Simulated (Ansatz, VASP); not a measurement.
# Cross-check of Hf4N4O (O on HfN(001)) between VASP and Ansatz, part 2 of 2

One calculation is typed for both programs; each brings its own data sets and cutoff. How far apart do they land?  The structure shown is the end of the VASP relaxation below.

VASP 6.6.1 and Ansatz 0.2.0.

So far: The structure; VASP: relaxation, PBEsol.

### 3. Ansatz: single point, PBEsol

Level of this step: Ansatz beside VASP: Kohn-Sham DFT, plane waves, PBEsol (Ansatz).

Ansatz runs on its default PAW (the set named soft_2) files.

The same cell, functional, mesh and smearing now go to Ansatz, which takes its cutoff from its data sets.

input.yaml reads:

```yaml
crystal:
  lattice:
    - [6.37810317, 0.0, 0.0]
    - [0.0, 6.37810317, 0.0]
    - [0.0, 0.0, 24.465]
  atoms:
    - { symbol: Hf, position: [0.0, 0.0, 0.32699775] }
    - { symbol: Hf, position: [0.0, 0.5, 0.32699775] }
    - { symbol: Hf, position: [0.5, 0.0, 0.32699775] }
    - { symbol: Hf, position: [0.5, 0.5, 0.32699775] }
    - { symbol: Hf, position: [0.25, 0.25, 0.41917024] }
    - { symbol: Hf, position: [0.25, 0.75, 0.41917024] }
    - { symbol: Hf, position: [0.75, 0.25, 0.41917024] }
    - { symbol: Hf, position: [0.75, 0.75, 0.41917024] }
    - { symbol: Hf, position: [0.0, 0.0, 0.51988955] }
    - { symbol: Hf, position: [0.0, 0.5, 0.51988955] }
    - { symbol: Hf, position: [0.5, 0.0, 0.51988955] }
    - { symbol: Hf, position: [0.5, 0.5, 0.51988955] }
    - { symbol: Hf, position: [0.25, 0.25, 0.6277637] }
    - { symbol: Hf, position: [0.25, 0.75, 0.6277637] }
    - { symbol: Hf, position: [0.75, 0.25, 0.6277637] }
    - { symbol: Hf, position: [0.75, 0.75, 0.6277637] }
    - { symbol: "N", position: [0.25, 0.25, 0.32699775] }
    - { symbol: "N", position: [0.25, 0.75, 0.32699775] }
    - { symbol: "N", position: [0.75, 0.25, 0.32699775] }
    - { symbol: "N", position: [0.75, 0.75, 0.32699775] }
    - { symbol: "N", position: [0.0, 0.0, 0.41917024] }
    - { symbol: "N", position: [0.0, 0.5, 0.41917024] }
    - { symbol: "N", position: [0.5, 0.0, 0.41917024] }
    - { symbol: "N", position: [0.5, 0.5, 0.41917024] }
    - { symbol: "N", position: [0.25, 0.25, 0.51059031] }
    - { symbol: "N", position: [0.25, 0.75, 0.51059031] }
    - { symbol: "N", position: [0.75, 0.25, 0.51059031] }
    - { symbol: "N", position: [0.75, 0.75, 0.51059031] }
    - { symbol: "N", position: [0.0, 0.0, 0.60338374] }
    - { symbol: "N", position: [0.0, 0.5, 0.60338374] }
    - { symbol: "N", position: [0.5, 0.0, 0.60338374] }
    - { symbol: "N", position: [0.5, 0.5, 0.60338374] }
    - { symbol: O, position: [0.25, 0.25, 0.69943289] }
    - { symbol: O, position: [0.25, 0.75, 0.69943289] }
    - { symbol: O, position: [0.75, 0.25, 0.69943289] }
    - { symbol: O, position: [0.75, 0.75, 0.69943289] }
hamiltonian:
  xc: pbesol
  pseudopotentials: { kind: paw }
kpoints:
  mp_grid: { grid: [4, 4, 1] }
scf:
  occupations: { method: methfessel_paxton, width: 0.1 }
  n_extra_bands: 13
efield:
  axis: 3
  dipole_correction: true
  ramp_width: 0.04
output:
  forces: true
  eigenvalues: true
```

Launch:

```console
$ ansatz run input.yaml --threads 8 --pin off --max-ram 18432MiB --backend cpu --events-out ev --progress --plain --runs-dir out
```

Numbers of over 12 decimals in the logs are rounded to 6 here.

The program printed:

```text
scf.n_extra_bands = 13 over 260 filled bands (N_el = 520.0): the run solves 273 bands
Engine: ansatz 0.2.0, aarch64-unknown-linux-gnu
Pseudopotentials: kind: paw
Pseudopotential: Hf, paw, valence charge 26, recommended cutoff 420 eV (normal), Hf.paw.azcp
Pseudopotential: N, paw, valence charge 5, recommended cutoff 420 eV (normal), N.paw.azcp
Pseudopotential: O, paw, valence charge 6, recommended cutoff 420 eV (normal), O.paw.azcp
Functional definition: PBEsol
  exchange = pbesol_x
  correlation = pbesol_c
Crystal: 36 atoms, lattice volume = 995.241 Å³
Basis set: ecut = 420 eV, 19445 PW (Γ), exchange–correlation on 90×90×360 points (8 copies of the dense FFT grid, shifted against one another)
Bands: 273, of which v1, the nominal top of the filled ones, is band 260 counted from 1 (259 counted from 0)
Symmetry: 32 space group operations
Space group: P4mm (ITA 99), of the structure as read, at distance tolerance 1.0e-4 Å
k-points: 6 of 16
Non-local potential: Hf, projectors of the file, l = 0: 3, l = 1: 2, l = 2: 2, l = 3: 3
Non-local potential: N, projectors of the file, l = 0: 2, l = 1: 2, l = 2: 1
Non-local potential: O, projectors of the file, l = 0: 2, l = 1: 2, l = 2: 1
PAW form: soft (Blöchl's): semilocal exchange-correlation on the pseudo side does not see the compensation charge
PAW frozen core: Hf, regenerated for the run's functional, and the local potential with it (the file was generated under x = pbe(κ = 0.804, μ = 0.219515), c = pbe(β = 0.066725))
PAW frozen core: N, regenerated for the run's functional, and the local potential with it (the file was generated under x = pbe(κ = 0.804, μ = 0.219515), c = pbe(β = 0.066725))
PAW frozen core: O, regenerated for the run's functional, and the local potential with it (the file was generated under x = pbe(κ = 0.804, μ = 0.219515), c = pbe(β = 0.066725))
PAW one-centre angular grid: Hf, 590 points (default); XC on 64 Gauss nodes
PAW one-centre angular grid: N, 110 points (default); XC on 64 Gauss nodes
PAW one-centre angular grid: O, 110 points (default); XC on 64 Gauss nodes
Initial density: superposition of atomic densities (neutral atoms: chi_scale 0, normalization atom), corrected by the library's trained network
Initial wavefunctions: pseudopotential atomic-orbital guess
Functional: x = pbesol(κ = 0.804, μ = 0.123457), c = pbesol(β = 0.046)
SCF iter   1: F=—  HF=-257915.790339 eV  |F-HF|=—  |Δ(HF+E_count)|=         —  Δρ=1.06e-2  dr2=9.36e0  ethr=1.77e-3  p=-1.590 e·Å  D=-2.89e-1 V/Å  ΔV_dip=7.07 eV  dr2_dipole=3.49e0  V_vac-E_F(+/−)=10.39/3.32 eV  ⟨swp⟩=6.7  Hψ=7613  notcnv=0
efield: sawtooth ramp at fractional position 0.9932 (placed from the atoms, in the widest stretch of the axis that holds none; the zero of the levels goes with the place), width 0.0400; the density the first Hamiltonian is built on has a dipole p = -1.590 e·Å; the dipole correction subtracts the counter field D = -2.89e-1 V/Å, which shifts the + side's vacuum level by +7.07 eV against the − side's; the planar-averaged density in the ramp window peaks in size at 6.7e-5 e/Å³
preconditioner: auto → LDOS  [insulator: Δε(μ)=0.157 eV  Ē_g=15.099 eV  σ=0.100 eV  W_gap=0.58  n_scr=262 (ndim 8)  ℏωp=26.0 eV  f_vac=0.534  D(μ)=3.68/eV (n_scr^D=6)  ε∞_Penn≈4.0  β→1.0]
SCF iter   2: F=—  HF=-257919.434936 eV  |F-HF|=—  |Δ(HF+E_count)|=    3.64e0  S|Δr|=    0.00e0  Δρ=2.29e-2  dr2=1.33e2  ethr=1.77e-3  p=-2.050 e·Å  D=-3.73e-1 V/Å  ΔV_dip=9.12 eV  dr2_dipole=9.25e1  V_vac-E_F(+/−)=10.22/1.10 eV  ⟨swp⟩=3.2  Hψ=3320  notcnv=0  defer=32  recentre
SCF iter   3: F=—  HF=-257915.208382 eV  |F-HF|=—  |Δ(HF+E_count)|=    4.23e0  S|Δr|=    0.00e0  Δρ=3.66e-3  dr2=3.28e0  ethr=1.77e-3  p=-1.607 e·Å  D=-2.92e-1 V/Å  ΔV_dip=7.15 eV  dr2_dipole=2.34e0  V_vac-E_F(+/−)=10.20/3.05 eV  ⟨swp⟩=2.8  Hψ=3320  notcnv=0  defer=13
SCF iter   4: F=—  HF=-257915.030198 eV  |F-HF|=—  |Δ(HF+E_count)|=   1.78e-1  S|Δr|=    0.00e0  Δρ=2.63e-3  dr2=1.11e0  ethr=6.30e-4  p=-1.688 e·Å  D=-3.07e-1 V/Å  ΔV_dip=7.51 eV  dr2_dipole=9.07e-1  V_vac-E_F(+/−)=10.23/2.72 eV  ⟨swp⟩=2.2  Hψ=2709  notcnv=0  defer=14
SCF iter   5: F=—  HF=-257915.003082 eV  |F-HF|=—  |Δ(HF+E_count)|=   2.71e-2  S|Δr|=    0.00e0  Δρ=2.14e-3  dr2=1.02e-1  ethr=2.14e-4  p=-1.759 e·Å  D=-3.20e-1 V/Å  ΔV_dip=7.82 eV  dr2_dipole=9.95e-3  V_vac-E_F(+/−)=10.22/2.39 eV  ⟨swp⟩=2.0  Hψ=2518  notcnv=0  defer=15
SCF iter   6: F=—  HF=-257915.002608 eV  |F-HF|=—  |Δ(HF+E_count)|=   4.75e-4  S|Δr|=    0.00e0  Δρ=3.63e-3  dr2=1.20e0  ethr=1.97e-5  p=-1.776 e·Å  D=-3.23e-1 V/Å  ΔV_dip=7.90 eV  dr2_dipole=7.94e-1  V_vac-E_F(+/−)=10.22/2.32 eV  ⟨swp⟩=2.0  Hψ=2567  notcnv=0  defer=15
SCF iter   7: F=—  HF=-257914.993914 eV  |F-HF|=—  |Δ(HF+E_count)|=   8.69e-3  S|Δr|=    0.00e0  Δρ=1.59e-3  dr2=2.02e-1  ethr=1.97e-5  p=-1.762 e·Å  D=-3.20e-1 V/Å  ΔV_dip=7.84 eV  dr2_dipole=1.07e-1  V_vac-E_F(+/−)=10.21/2.38 eV  ⟨swp⟩=1.5  Hψ=1711  notcnv=0  defer=15
SCF iter   8: F=—  HF=-257914.992923 eV  |F-HF|=—  |Δ(HF+E_count)|=   9.91e-4  S|Δr|=    0.00e0  Δρ=9.76e-4  dr2=9.08e-2  ethr=1.97e-5  p=-1.771 e·Å  D=-3.22e-1 V/Å  ΔV_dip=7.88 eV  dr2_dipole=5.40e-2  V_vac-E_F(+/−)=10.21/2.34 eV  ⟨swp⟩=1.7  Hψ=1883  notcnv=0  defer=15
[...]
SCF iter  12: F=—  HF=-257914.991934 eV  |F-HF|=—  |Δ(HF+E_count)|=   2.11e-5  S|Δr|=    0.00e0  Δρ=7.51e-5  dr2=7.20e-4  ethr=1.30e-7  p=-1.781 e·Å  D=-3.24e-1 V/Å  ΔV_dip=7.92 eV  dr2_dipole=5.34e-4  V_vac-E_F(+/−)=10.21/2.29 eV  ⟨swp⟩=2.0  Hψ=1976  notcnv=0  defer=17
SCF iter  13: F=—  HF=-257914.991943 eV  |F-HF|=—  |Δ(HF+E_count)|=   9.26e-6  S|Δr|=    0.00e0  Δρ=1.66e-5  dr2=2.47e-5  ethr=1.30e-7  p=-1.782 e·Å  D=-3.24e-1 V/Å  ΔV_dip=7.92 eV  dr2_dipole=1.68e-5  V_vac-E_F(+/−)=10.21/2.29 eV  ⟨swp⟩=1.2  Hψ=1612  notcnv=0  defer=17
SCF iter  14: F=—  HF=-257914.992251 eV  |F-HF|=—  |Δ(HF+E_count)|=   3.08e-4  S|Δr|=    0.00e0  Δρ=1.54e-5  dr2=2.24e-5  ethr=4.75e-9  p=-1.782 e·Å  D=-3.24e-1 V/Å  ΔV_dip=7.93 eV  dr2_dipole=1.53e-5  V_vac-E_F(+/−)=10.21/2.29 eV  ⟨swp⟩=2.2  Hψ=2647  notcnv=0  defer=21
SCF iter  15: F=—  HF=-257914.992251 eV  |F-HF|=—  |Δ(HF+E_count)|=   8.14e-8  S|Δr|=    0.00e0  Δρ=8.14e-6  dr2=8.79e-6  ethr=4.31e-9  p=-1.782 e·Å  D=-3.24e-1 V/Å  ΔV_dip=7.93 eV  dr2_dipole=6.17e-6  V_vac-E_F(+/−)=10.21/2.29 eV  ⟨swp⟩=1.8  Hψ=1651  notcnv=0  defer=21
SCF iter  16: F=—  HF=-257914.992251 eV  |F-HF|=—  |Δ(HF+E_count)|=   3.61e-9  S|Δr|=    0.00e0  Δρ=2.96e-6  dr2=6.16e-7  ethr=1.69e-9  p=-1.782 e·Å  D=-3.24e-1 V/Å  ΔV_dip=7.93 eV  dr2_dipole=4.38e-7  V_vac-E_F(+/−)=10.21/2.29 eV  ⟨swp⟩=1.8  Hψ=1721  notcnv=0  defer=21
SCF iter  17: F=-257914.992251 eV  HF=-257914.992251 eV  |F-HF|=1.91e-8  |Δ(HF+E_count)|=   2.74e-9  S|Δr|=    0.00e0  Δρ=8.15e-7  dr2=1.38e-8  ethr=1.92e-11  p=-1.782 e·Å  D=-3.24e-1 V/Å  ΔV_dip=7.93 eV  dr2_dipole=5.67e-9  V_vac-E_F(+/−)=10.21/2.29 eV  ⟨swp⟩=12.7  Hψ=9185  notcnv=0
SCF 1 converged in 17 iterations: F = -257914.992251 eV  dr2 = 1.38e-8
  greatest PAW one-centre occupation: 0.998 electrons in one spin orbital (limit 2), on the Hf atom at site 15 (counted from 0), in its partial waves of l = 3
SCF converged after 17 iterations
Stability not checked: this state was not tested for a lower state beside it, because cold or Methfessel-Paxton smearing, or corrected tetrahedra, fill the levels in a way that the test cannot read (fill_not_monotonic; see scf.lower_state_search)
Free energy (F): -257914.992251 eV
Harris-Foulkes:  -257914.992251 eV  (|F-HF|=1.91e-8)
Internal energy: -257914.982523 eV  (E = F + TS)
E sigma→0 (E₀):  -257914.989819 eV
Entropy (-TS):   -0.009728 eV (-0.270 meV/atom)
Fermi energy:    4.873277 eV
Step filling:    the computed levels leave a gap of 0.0204 eV = 0.2 smearing widths at the electron count; against every level under it full and every level over it empty, smearing changes F+E_penalty+E_count by +0.294 meV and its σ→0 estimate by +2.726 meV
Dipole field:    D = -0.323928 V/Å  (p = -1.781623 e·Å, saw-weighted, corrected)
Work function:   Φ+ = 10.2118 eV   Φ− = 2.2868 eV
Levels:          The Fermi level and band energies are counted from a zero that moves with the ramp; work functions are not
--- Per-component energies (eV) ---
  E_band       = -6177.369124
  E_kinetic    = 9540.837392
  E_local      = -930209.065603  (includes V_loc(G=0)·N_el)
  E_nonlocal   = -18885.721852
  E_hartree    = 458533.338965
  E_xc         = -6004.439183
  E_vxc        = -5843.477111  (∫ρ·V_xc dr)
  E_paw        = -111477.499876  (= ΣΔE_a)
  E_vpaw       = 22279.044063  (= ΣTr[D̂ρ^β])
  E_aug_tail   = 0.010814  (compensation charges beyond the density's cutoff)
  E_efield     = 0.288559  (sawtooth field / dipole correction)
  E_vefield    = -125.629660  (∫n·V_field dr)
  E_ewald      = 340566.660063
  E_core_change = 20.608198  (= ΣΔE_core)
  E_smearing   = -0.009728  (= −TS)
  E_closure    = 0.000000  (closes the sum)
  Σ components = -257914.992251   (vs F -257914.992251, Δ=0.00e0)
--- Forces (eV/Å), atoms counted from 1 ---
  atom   1  Hf     0.00000000    -0.00000000     1.55073121
  atom   2  Hf     0.00000000    -0.00000000     1.55073121
  atom   3  Hf     0.00000000    -0.00000000     1.55073121
  atom   4  Hf     0.00000000    -0.00000000     1.55073121
  atom   5  Hf    -0.00000000     0.00000000    -0.26621106
  atom   6  Hf    -0.00000000    -0.00000000    -0.26621106
  atom   7  Hf    -0.00000000    -0.00000000    -0.26621106
  atom   8  Hf    -0.00000000    -0.00000000    -0.26621106
  atom   9  Hf     0.00000000     0.00000000     0.08403346
  atom  10  Hf     0.00000000     0.00000000     0.08403346
  atom  11  Hf     0.00000000     0.00000000     0.08403346
  atom  12  Hf     0.00000000     0.00000000     0.08403346
  atom  13  Hf     0.00000000     0.00000000     0.45004300
  atom  14  Hf     0.00000000    -0.00000000     0.45004300
  atom  15  Hf     0.00000000     0.00000000     0.45004300
  atom  16  Hf     0.00000000     0.00000000     0.45004300
  atom  17  N      0.00000000     0.00000000    -0.99755971
  atom  18  N      0.00000000    -0.00000000    -0.99755971
  atom  19  N      0.00000000    -0.00000000    -0.99755971
  atom  20  N      0.00000000    -0.00000000    -0.99755971
  atom  21  N     -0.00000000    -0.00000000    -0.24435588
  atom  22  N     -0.00000000    -0.00000000    -0.24435588
  atom  23  N     -0.00000000     0.00000000    -0.24435588
  atom  24  N     -0.00000000     0.00000000    -0.24435588
[...]
atom  29  N     -0.00000000     0.00000000    -0.05420930
  atom  30  N     -0.00000000    -0.00000000    -0.05420930
  atom  31  N     -0.00000000    -0.00000000    -0.05420930
  atom  32  N     -0.00000000    -0.00000000    -0.05420930
  atom  33  O     -0.00000000    -0.00000000    -0.48173676
  atom  34  O     -0.00000000     0.00000000    -0.48173676
  atom  35  O     -0.00000000     0.00000000    -0.48173676
  atom  36  O     -0.00000000    -0.00000000    -0.48173676
  max |Σ_I F_I| component: 5.98e-5 eV/Å
--- Band table (eV; the first three rows and the last of 6) ---
  k-point 0: bands = [... 256 lower, 4.4463, 4.8294, 4.8352, 4.8352, 4.8555, 4.8555, 5.0525, 5.8557, ... 9 higher]
  k-point 1: bands = [... 256 lower, 4.4769, 4.5712, 4.6167, 4.8179, 4.8236, 4.9111, 5.3821, 5.4975, ... 9 higher]
  k-point 2: bands = [... 256 lower, 4.5491, 4.5491, 4.7972, 4.7972, 4.8247, 4.8247, 5.0701, 5.0701, ... 9 higher]
  k-point 5: bands = [... 256 lower, 4.4029, 4.4029, 4.4029, 4.4029, 5.7448, 5.7448, 5.7448, 5.7448, ... 9 higher]
```

Wall time 77 s (8 threads of Arm Neoverse N1, shared host); peak memory 6.1 GiB; 10 min of CPU time.

The column dr2 measures how far the density is from self-consistency, as an energy; F and HF (Harris–Foulkes) agree once it is small.

### 4. Comparison

Known differences besides the PAW data sets themselves: the data sets hold 520 valence electrons in Ansatz (default PAW (the set named soft_2) files) and 296 in VASP; the cutoff is 420 eV in Ansatz and 400 eV in VASP (PREC = Normal, projectors in real space); Ansatz makes its cores anew for this functional, VASP keeps those of its PBE data sets. Total energies have different zeros and are not compared.

Forces on 10 of the 36 atoms, picked by the larger force of the two programs (eV/Å; atoms numbered as in POSCAR):

```
atom        Ansatz x, y, z          VASP x, y, z
 Hf1   0.000, 0.000, 1.551   0.000, 0.000, 1.524
 Hf2   0.000, 0.000, 1.551   0.000, 0.000, 1.524
 Hf3   0.000, 0.000, 1.551   0.000, 0.000, 1.524
 Hf4   0.000, 0.000, 1.551   0.000, 0.000, 1.524
 N17  0.000, 0.000, -0.998  0.000, 0.000, -1.016
 N18  0.000, 0.000, -0.998  0.000, 0.000, -1.016
 N19  0.000, 0.000, -0.998  0.000, 0.000, -1.016
 N20  0.000, 0.000, -0.998  0.000, 0.000, -1.016
 O35  0.000, 0.000, -0.482   0.000, 0.000, 0.013
 O36  0.000, 0.000, -0.482   0.000, 0.000, 0.013
```

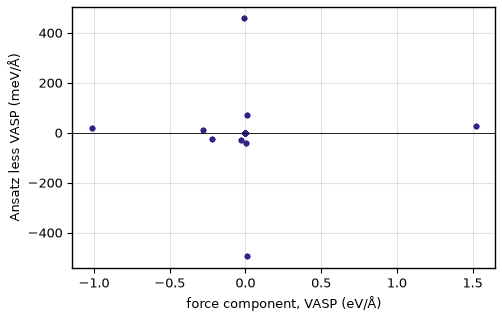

Difference of the force components against their size.

The forces differ by 131 meV/Å r.m.s., which is 36.5 % of the r.m.s. force of 0.36 eV/Å (both taken over all components, held atoms included).

### 5. Looking for the cause

The difference is large enough to ask for its cause, so further runs change the set-up of one program at a time, as the table lists.

```csv
run,r.m.s. force difference (% of the r.m.s. force)
as above,36
"cores kept as stored, as VASP does, whose cores stay as stored",35
```

### 6. What came out

```
r.m.s. force difference (single point, PBEsol) : 36 % of the r.m.s. force
```

What this shows: The r.m.s. force difference is 36 % of the r.m.s. force (single point, PBEsol), beyond the 3 % picked in this series as the mark of a large difference. For single point, PBEsol: no further run halves the r.m.s. force difference; only Ansatz's side was varied. 2 further runs on this material are not shown. Differences of this kind measure data sets and numerical settings, not the functional's error against experiment.

[Lines on the potential files, build, host, timing and source positions are cut from VASP's logs without a mark.]

[Logs are printed without paths, hosts, clocks, repeated set-up lines and the standing remarks that a program may print on its own settings, such as how far it seeks lower states.]

[Hosts, paths, dates, database ids (printed as entryN), source tags and the programs' standing remarks are cut or masked in the printed files.]
